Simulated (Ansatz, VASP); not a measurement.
## Cr (Chromium) in two plane-wave programs

One calculation is typed for both programs; each brings its own data sets and cutoff. How far apart do they land?

Main program and level: Ansatz 0.2.0; plane waves, with VASP 6.6.1 beside it; single point at PBE.

### Step 1. The starting structure

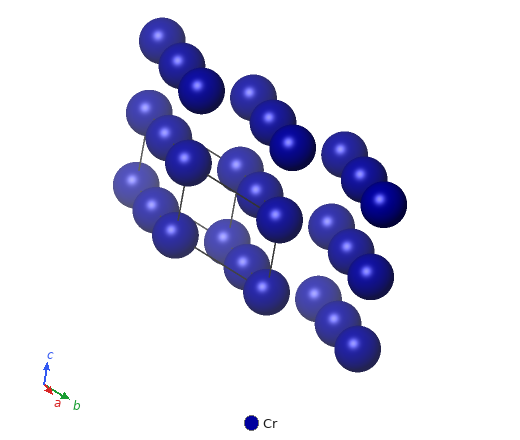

Start, viewed slightly off an axis; chromium blue. 1×2×2 cells are drawn. Some periodic images of atoms are drawn too.

### Step 2. Ansatz: single point, PBE

Ansatz runs on its default PAW (the set named soft_2) files.

With cell and atoms fixed, the geometry can't cause a difference; cores, projectors, grids and the points listed under the comparison can.

File input.yaml:

```yaml
crystal:
  lattice:
    - [-2.8839, 2.8839, 2.8839]
    - [0.0, 0.0, 2.8839]
    - [0.0, 2.8839, 0.0]
  atoms:
    - { symbol: Cr, position: [0.0, 0.0, 0.0], spin: 2.5 }
    - { symbol: Cr, position: [0.5, 0.0, 0.0], spin: -2.5 }
hamiltonian:
  xc: pbe
  pseudopotentials: { kind: paw }
magnetization:
  spin_polarized: true
kpoints:
  mp_grid: { grid: [8, 16, 16] }
scf:
  occupations: { method: fermi_dirac, width: 0.05 }
  n_extra_bands: 4
output:
  forces: true
  stress: true
  eigenvalues: true
  write_density: true
  write_potential: true
  elf: true
  volumetric_format: npy
```

Run with:

```sh
> ansatz run input.yaml --threads 2 --pin off --max-ram 4608MiB --backend cpu --events-out ev --progress --plain --runs-dir out
```

Numbers of over 12 decimals in the logs are rounded to 6 here.

The program printed:

```text
scf.n_extra_bands = 4 over 14 filled bands (N_el = 28.0): the run solves 18 bands
Engine: ansatz 0.2.0, x86_64-unknown-linux-gnu
Pseudopotentials: kind: paw
Pseudopotential: Cr, paw, valence charge 14, recommended cutoff 420 eV (normal), Cr.paw.azcp
Functional definition: PBE
  parameter kappa = 0.804
  parameter beta = 0.066725
  exchange = pbe_x(kappa = kappa, mu = beta*pi^2/3)
  correlation = pbe_c(beta = beta)
Crystal: 2 atoms, lattice volume = 23.985 Å³
Basis set: ecut = 420 eV, 461 PW (Γ), exchange–correlation on 72×40×40 points (8 copies of the dense FFT grid, shifted against one another)
Bands: 18, of which v1, the nominal top of the filled ones, is band 14 counted from 1 (13 counted from 0)
Symmetry: 48 space group operations
Space group: Pm-3m (ITA 221), of the structure as read, at distance tolerance 2.9e-5 Å
Magnetic group: BNS 221.97 (UNI 1599), of the structure as read, at distance tolerance 2.9e-5 Å
k-points: 85 of 2048
Non-local potential: Cr, projectors of the file, l = 0: 3, l = 1: 2, l = 2: 3, l = 3: 1
PAW form: soft (Blöchl's): semilocal exchange-correlation on the pseudo side does not see the compensation charge
PAW one-centre angular grid: Cr, 590 points (default); XC on 64 Gauss nodes
Initial density: superposition of atomic densities (chi_scale 0.1, normalization cell)
Starting moments: Σ|m| = 5 μB on 2 of 2 sites
Starting magnetic order: antiferromagnet; a translation exchanges its spin sublattices: spin-degenerate at every k-point
Initial wavefunctions: pseudopotential atomic-orbital guess
Functional: x = pbe(κ = 0.804, μ = 0.219515), c = pbe(β = 0.066725)
SCF iter   1: F=—  HF=-6760.581410 eV  |F-HF|=—  |Δ(HF+E_count)|=         —  Δρ=1.67e-1 (↑1.67e-1 ↓1.67e-1)  dr2=1.15e1  dr2_m=2.98e0  M=0.000 μB ∫|m|=1.800 μB  β_m=0.30  ethr=3.10e-3  ⟨swp⟩=3.2  Hψ=5342  notcnv=0
Mixer restart at iter 1: flushing history
preconditioner: auto → none  [metal: Δε(μ)=0.021 eV  Ē_g=4.652 eV  σ=0.050 eV  W_gap=0.10  n_scr=6 (ndim 8)  ℏωp=26.3 eV  f_vac=0.000  D(μ)=0.97/eV (n_scr^D=6)  sad-step TF]
SCF iter   2: F=—  HF=-6756.838783 eV  |F-HF|=—  |Δ(HF+E_count)|=    3.74e0  Δρ=9.09e-2 (↑9.09e-2 ↓9.09e-2)  dr2=3.36e0  dr2_m=9.39e-1  M=0.000 μB ∫|m|=2.093 μB  β_m=0.46  ethr=3.10e-3  ⟨swp⟩=2.0  Hψ=3573  notcnv=0
SCF iter   3: F=—  HF=-6755.458834 eV  |F-HF|=—  |Δ(HF+E_count)|=    1.38e0  Δρ=1.35e-2 (↑1.35e-2 ↓1.35e-2)  dr2=5.00e-2  dr2_m=4.26e-3  M=0.000 μB ∫|m|=2.442 μB  β_m=0.64  ethr=3.10e-3  ⟨swp⟩=2.8  Hψ=3455  notcnv=0
SCF iter   4: F=—  HF=-6755.492931 eV  |F-HF|=—  |Δ(HF+E_count)|=   3.41e-2  Δρ=2.50e-3 (↑2.50e-3 ↓2.50e-3)  dr2=5.41e-4  dr2_m=1.03e-3  M=0.000 μB ∫|m|=2.424 μB  β_m=0.82  ethr=1.78e-4  ⟨swp⟩=2.1  Hψ=3508  notcnv=0
SCF iter   5: F=—  HF=-6755.496446 eV  |F-HF|=—  |Δ(HF+E_count)|=   3.52e-3  Δρ=1.20e-3 (↑1.20e-3 ↓1.20e-3)  dr2=8.73e-4  dr2_m=4.19e-5  M=0.000 μB ∫|m|=2.434 μB  β_m=0.91  ethr=1.93e-6  ⟨swp⟩=2.0  Hψ=3061  notcnv=0
SCF iter   6: F=—  HF=-6755.496574 eV  |F-HF|=—  |Δ(HF+E_count)|=   1.27e-4  Δρ=7.52e-5 (↑7.52e-5 ↓7.52e-5)  dr2=1.27e-6  dr2_m=6.01e-7  M=0.000 μB ∫|m|=2.426 μB  β_m=0.89  ethr=1.93e-6  ⟨swp⟩=3.0  Hψ=2820  notcnv=0
SCF iter   7: F=—  HF=-6755.496587 eV  |F-HF|=—  |Δ(HF+E_count)|=   1.30e-5  Δρ=5.04e-5 (↑5.04e-5 ↓5.04e-5)  dr2=1.98e-7  dr2_m=4.24e-7  M=0.000 μB ∫|m|=2.425 μB  β_m=0.94  ethr=4.54e-9  ⟨swp⟩=2.0  Hψ=2721  notcnv=0
SCF iter   8: F=—  HF=-6755.496589 eV  |F-HF|=—  |Δ(HF+E_count)|=   2.05e-6  Δρ=2.03e-5 (↑2.03e-5 ↓2.03e-5)  dr2=2.17e-9  dr2_m=8.82e-8  M=0.000 μB ∫|m|=2.425 μB  β_m=0.97  ethr=7.07e-10  ⟨swp⟩=2.0  Hψ=2726  notcnv=0
SCF iter   9: F=—  HF=-6755.496589 eV  |F-HF|=—  |Δ(HF+E_count)|=   8.24e-8  Δρ=2.57e-6 (↑2.57e-6 ↓2.57e-6)  dr2=1.43e-9  dr2_m=9.89e-10  M=0.000 μB ∫|m|=2.424 μB  β_m=0.99  ethr=7.77e-12  ⟨swp⟩=3.0  Hψ=2984  notcnv=0
SCF iter  10: F=-6755.496589 eV  HF=-6755.496589 eV  |F-HF|=1.73e-11  |Δ(HF+E_count)|=   1.39e-9  Δρ=4.28e-7 (↑4.28e-7 ↓4.28e-7)  dr2=4.47e-11  dr2_m=2.76e-11  M=0.000 μB ∫|m|=2.424 μB  ethr=5.09e-12  ⟨swp⟩=3.3  Hψ=6414  notcnv=0
SCF 1 converged in 10 iterations: F = -6755.496589 eV  dr2 = 4.47e-11
  greatest PAW one-centre occupation: 1.000 electrons in one spin orbital (limit 2), on the Cr atom at site 1 (counted from 0), in its partial waves of l = 0
SCF converged after 10 iterations
Magnetization: 0.0000 μB (14.0000 up, 14.0000 down)
Absolute magnetization: 2.4241 μB (∫|ρ↑−ρ↓|, with the PAW one-centre terms)
Spin contamination: 0.5375 ħ² per cell (⟨S²⟩ above its minimum at these occupations)
Per-site moments (μB) at R_I (Å): [(1.130282, 1.030231), (-1.130282, 1.030231)]
Free energy (F): -6755.496589 eV
Harris-Foulkes:  -6755.496589 eV  (|F-HF|=1.73e-11)
Internal energy: -6755.490990 eV  (E = F + TS)
E sigma→0 (E₀):  -6755.493789 eV
Entropy (-TS):   -0.005599 eV (-2.800 meV/atom)
Fermi energy:    18.559656 eV
--- Per-component energies (eV) ---
  E_band       = -309.180638
  E_kinetic    = 685.346288
  E_local      = -2417.577818  (includes V_loc(G=0)·N_el)
  E_nonlocal   = 157.440625
  E_hartree    = 1050.678412
  E_xc         = -279.894052
  E_vxc        = -357.063404  (∫ρ·V_xc dr)
  E_paw        = -2389.947169  (= ΣΔE_a)
  E_vpaw       = -478.683497  (= ΣTr[D̂ρ^β])
  E_aug_tail   = 0.000784  (compensation charges beyond the density's cutoff)
  E_ewald      = -3561.538060
  E_smearing   = -0.005599  (= −TS)
  E_closure    = -0.000000  (closes the sum)
  Σ components = -6755.496589   (vs F -6755.496589, Δ=0.00e0)
--- Forces (eV/Å), atoms counted from 1 ---
  atom   1  Cr     0.00000000     0.00000000     0.00000000
  atom   2  Cr    -0.00000000    -0.00000000    -0.00000000
  max |Σ_I F_I| component: 1.99e-29 eV/Å
--- Stress (GPa, compression-positive) ---
       -3.233150       0.000000       0.000000
        0.000000      -3.233150       0.000000
       -0.000000      -0.000000      -3.233150
  P = ⅓ Tr σ = -3.2331 GPa (-32.331 kbar)
--- Band table (eV; the first three rows and the last of 170) ---
  k-point 0 ↑: bands = [... 10 lower, 14.5314, 17.7316, 17.7316, 17.7316, 19.8461, 19.8461, 21.1856, 21.1856]
  k-point 1 ↑: bands = [... 10 lower, 14.6223, 17.6710, 17.7166, 17.8307, 19.7758, 19.8507, 20.9034, 20.9683]
  k-point 2 ↑: bands = [... 10 lower, 14.8933, 17.5010, 17.6501, 18.0997, 19.6197, 19.8666, 20.2279, 20.4024]
  k-point 84 ↓: bands = [... 10 lower, 16.0467, 16.7934, 16.7934, 16.7934, 19.7098, 19.7098, 20.6914, 20.6914]
```

Wall time 5.6 s (2 threads of AMD EPYC 7R43, shared host); peak memory 0.42 GiB.

The run ends at a pressure of -3.23 GPa.

### Step 3. VASP: single point, PBE

The same cell, functional, mesh and smearing now go to VASP, with its own data sets and cutoff.

Lines of VASP's logs that name or quote its potential files are left out, and so is its time.

File INCAR:

```
SYSTEM = Cr
PREC = Accurate
ENCUT = 350
EDIFF = 1E-06
NELM = 150
ISMEAR = -1
SIGMA = 0.05
LREAL = .FALSE.
ALGO = Normal
GGA = PE
ISPIN = 2
MAGMOM = 2.5 -2.5
LMAXMIX = 4
LORBIT = 11
LWAVE = .FALSE.
LCHARG = .TRUE.
KPAR = 4
AMIX = 0.2
BMIX = 1E-04
AMIX_MAG = 0.8
BMIX_MAG = 1E-04
```

File POSCAR:

```
Cr
1.0
   -2.8839000000      2.8839000000      2.8839000000
    0.0000000000      0.0000000000      2.8839000000
    0.0000000000      2.8839000000      0.0000000000
Cr
2
Direct
    0.0000000000      0.0000000000      0.0000000000
    0.5000000000      0.0000000000      0.0000000000
```

File KPOINTS:

```
Automatic mesh
0
Gamma
8 16 16
0 0 0
```

PAW data sets: Cr_pv (PBE family, release 64).

Run with:

```sh
> mpirun -np 4 vasp_std
```

The program printed:

```text
[banner, memory and clock lines left out]
running    4 mpi-ranks, on    1 nodes
 distrk:  each k-point on    1 cores,    4 groups
 distr:  one band on    1 cores,    1 groups

 POSCAR found type information on POSCAR Cr
 POSCAR found :  1 types and       2 ions
 LDA part: xc-table for (Slater+PW92), standard interpolation
 POSCAR, INCAR and KPOINTS ok, starting setup
 FFT: planning ... GRIDC
 FFT: planning ... GRID_SOFT
 FFT: planning ... GRID
 WAVECAR not read
 entering main loop
       N       E                     dE             d eps       ncg     rms          rms(c)
DAV:   1     0.178055642415E+03    0.17806E+03   -0.11881E+04  5720   0.140E+03
DAV:   2    -0.153377003613E+02   -0.19339E+03   -0.19188E+03  5760   0.427E+02
DAV:   3    -0.215673162156E+02   -0.62296E+01   -0.61873E+01  7040   0.872E+01
DAV:   4    -0.216533854908E+02   -0.86069E-01   -0.86049E-01  6776   0.100E+01
DAV:   5    -0.216550913481E+02   -0.17059E-02   -0.17058E-02  7392   0.108E+00    0.194E+01
DAV:   6    -0.196985453062E+02    0.19565E+01   -0.51190E+00  6208   0.273E+01    0.797E+00
DAV:   7    -0.190629314318E+02    0.63561E+00   -0.44803E+00  6256   0.233E+01    0.195E+00
DAV:   8    -0.190605675077E+02    0.23639E-02   -0.54079E-02  6024   0.259E+00    0.119E+00
DAV:   9    -0.190497086720E+02    0.10859E-01   -0.10166E-02  6880   0.990E-01    0.426E-01
DAV:  10    -0.190489052176E+02    0.80345E-03   -0.42650E-03  6112   0.827E-01    0.123E-01
DAV:  11    -0.190489935362E+02   -0.88319E-04   -0.38838E-04  6512   0.173E-01    0.827E-02
DAV:  12    -0.190489888168E+02    0.47195E-05   -0.62968E-05  7584   0.693E-02    0.388E-02
DAV:  13    -0.190489877613E+02    0.10555E-05   -0.27448E-05  7336   0.390E-02    0.616E-03
DAV:  14    -0.190489884787E+02   -0.71737E-06   -0.11120E-06  2912   0.966E-03
   1 F= -.19048988E+02 E0= -.19046081E+02  d E =-.581459E-02  mag=     0.0000
```

OUTCAR, selected parts (step 3):

```text
ion  position               nearest neighbor table
   1  0.000  0.000  0.000-   2 2.50   2 2.50   2 2.50   2 2.50   2 2.50   2 2.50   2 2.50   2 2.50

  LATTYP: Found a simple cubic cell.
 ALAT       =     2.8839000000

 Subroutine GETGRP returns: Found 48 space group operations
 (whereof 48 operations were pure point group operations)

The static configuration has the point symmetry O_h .

 Found     85 irreducible k-points:

   k-points           NKPTS =     85   k-points in BZ     NKDIM =     85   number of bands    NBANDS=     16

   dimension x,y,z NGX =    30 NGY =   18 NGZ =   18
   dimension x,y,z NGXF=    60 NGYF=   36 NGZF=   36

   ENCUT  =  350.0 eV  25.72 Ry    5.07 a.u.   7.62  4.40  4.40*2*pi/ulx,y,z

   NELECT =      24.0000    total number of electrons

 k-points in reciprocal lattice and weights: Automatic mesh
   0.00000000  0.00000000  0.00000000       0.000
   0.12500000  0.00000000  0.00000000       0.003
   0.25000000  0.00000000  0.00000000       0.003
   0.37500000  0.00000000  0.00000000       0.003
   0.50000000  0.00000000  0.00000000       0.001
   0.00000000  0.06250000  0.00000000       0.006
   0.25000000  0.06250000  0.00000000       0.012
   0.37500000  0.06250000  0.00000000       0.012
   0.50000000  0.06250000  0.00000000       0.012
[...]
0.37500000  0.43750000  0.43750000       0.006
   0.50000000  0.50000000  0.50000000       0.000

 average (electrostatic) potential at core
       1 -66.2396       2 -66.2396

 E-fermi :  10.4118

 spin component 1
 k-point     1 :       0.0000    0.0000    0.0000
  band No.  band energies     occupation
    ...
      8       6.3814      1.00000
      9       6.3814      1.00000
     10       9.5898      1.00000
     11       9.5898      1.00000
     12       9.5898      1.00000
     13      11.6652      0.00000
     14      11.6652      0.00000
     15      13.0225      0.00000
     16      13.0225      0.00000

 k-point     2 :       0.1250    0.0000    0.0000
  band No.  band energies     occupation
    ...
      8       6.5493      1.00000
      9       6.5564      1.00000
     10       9.5673      1.00000
     11       9.5673      1.00000
     12       9.6919      1.00000
     13      11.4413      0.00000
     14      11.7490      0.00000
     15      12.6239      0.00000
     16      12.6239      0.00000

 k-point     3 :       0.2500    0.0000    0.0000
  band No.  band energies     occupation
    ...
      8       6.9494      1.00000
      9       7.0342      1.00000
     10       9.5394      1.00000
     11       9.5394      1.00000
     12       9.9784      0.99983
     13      10.8177      0.00030
     14      11.7942      0.00000
     15      11.7942      0.00000
     16      11.9678      0.00000

 k-point     4 :       0.3750    0.0000    0.0000
  band No.  band energies     occupation
    ...
      9       7.7690      1.00000
     10       9.5749      1.00000
     11       9.5749      1.00000
     12       9.9412      0.99992
     13      10.3710      0.69341
     14      11.0408      0.00000
     15      11.0408      0.00000
     16      12.1016      0.00000

 k-point     5 :       0.5000    0.0000    0.0000
  band No.  band energies     occupation
    ...
      8       6.7298      1.00000
      9       8.3908      1.00000
     10       9.2592      1.00000
     11       9.6314      1.00000
     12       9.6314      1.00000
     13      10.6123      0.01782
     14      10.7138      0.00238
     15      10.7138      0.00238
     16      11.8358      0.00000

 k-point     6 :       0.0000    0.0625    0.0000
  band No.  band energies     occupation
    ...
      8       6.4661      1.00000
      9       6.4721      1.00000
     10       9.5293      1.00000
     11       9.5745      1.00000
     12       9.6883      1.00000
     13      11.5956      0.00000
     14      11.6695      0.00000
     15      12.7420      0.00000
     16      12.8067      0.00000

  Total       -0.6391438     -0.6391438     -0.6391438     -0.0000000      0.0000000     -0.0000000
  in kB      -42.6941715    -42.6941715    -42.6941715     -0.0000000      0.0000000     -0.0000000
  external PRESSURE =     -42.6941715 kB  Pullay stress =       0.0000000 kB

  energy-cutoff  :      350.00
  volume of cell :       23.99
      direct lattice vectors                 reciprocal lattice vectors
    -2.883900000  2.883900000  2.883900000    -0.346752661  0.000000000  0.000000000
     0.000000000  0.000000000  2.883900000     0.346752661  0.000000000  0.346752661
     0.000000000  2.883900000  0.000000000     0.346752661  0.346752661  0.000000000

 POSITION                                       TOTAL-FORCE (eV/Angst)
 -----------------------------------------------------------------------------------
      0.00000      0.00000      0.00000         0.000000     -0.000000      0.000000
     -1.44195      1.44195      1.44195        -0.000000      0.000000     -0.000000
 -----------------------------------------------------------------------------------
    total drift:                               -0.000000      0.000000      0.000000

  FREE ENERGIE OF THE ION-ELECTRON SYSTEM (eV)
  ---------------------------------------------------
  free  energy   TOTEN  =       -19.0489884787 eV

  energy  without entropy=      -19.0431738842  energy(sigma->0) =      -19.04608118

 total charge
# of ion       s       p       d       tot
------------------------------------------
    1        0.427   6.380   4.172  10.979
    2        0.427   6.380   4.172  10.979
--------------------------------------------------
tot          0.854  12.760   8.345  21.959

 magnetization (x)
# of ion       s       p       d       tot
------------------------------------------
    1        0.015   0.009   1.188   1.212
    2       -0.015  -0.009  -1.188  -1.212
--------------------------------------------------
tot          0.000   0.000   0.000   0.000

[... 1 further part left out ...]
```

The run ends at a pressure of -4.27 GPa.

### Step 4. Comparison

Known differences besides the PAW data sets themselves: the data sets hold 28 valence electrons in Ansatz (default PAW (the set named soft_2) files) and 24 in VASP; the cutoff is 420 eV in Ansatz and 350 eV in VASP; VASP leaves aspherical gradient terms in its spheres out (LASPH is not set), Ansatz keeps them; site moments are counted in spheres of each program's own size. Total energies have different zeros and are not compared.

The two programs side by side:

```tsv
quantity	Ansatz	VASP	difference
pressure (GPa)	-3.23	-4.27	+1.04
moment on Cr1 (μB)	1.13	1.21	-0.08
moment on Cr2 (μB)	-1.13	-1.21	+0.08
```

Ansatz's pressure holds a Pulay correction of 0.09 GPa; VASP's holds none.

### Step 5. Further runs

The difference is large enough to ask for its cause, so further runs change the set-up of one program at a time, as the table lists.

```tsv
run	difference in pressure (GPa)
as above	1.0
Ansatz's larger PAW set (cutoff 1070 eV)	1.0
norm-conserving potentials (cutoff 1279 eV)	0.65
```

### Step 6. Summary of results

* difference in pressure (single point, PBE): 1.0 GPa

**Reading.** The difference in pressure is 1.0 GPa (single point, PBE), at about the 1 GPa picked in this series as the mark of a large difference. For single point, PBE: norm-conserving potentials (cutoff 1279 eV) cuts the difference in pressure from 1.0 to 0.65 GPa; whether that points to the cause isn't shown, since only Ansatz's side was varied. How closely two codes agree says nothing of how well the functional describes the real material.

[Lines on the potential files, build, host, timing and source positions are cut from VASP's logs without a mark.]

[Logs are printed without paths, hosts, clocks, repeated set-up lines and the standing remarks that a program may print on its own settings, such as how far it seeks lower states.]

[Hosts, paths, dates, database ids (printed as entryN), source tags and the programs' standing remarks are cut or masked in the printed files.]
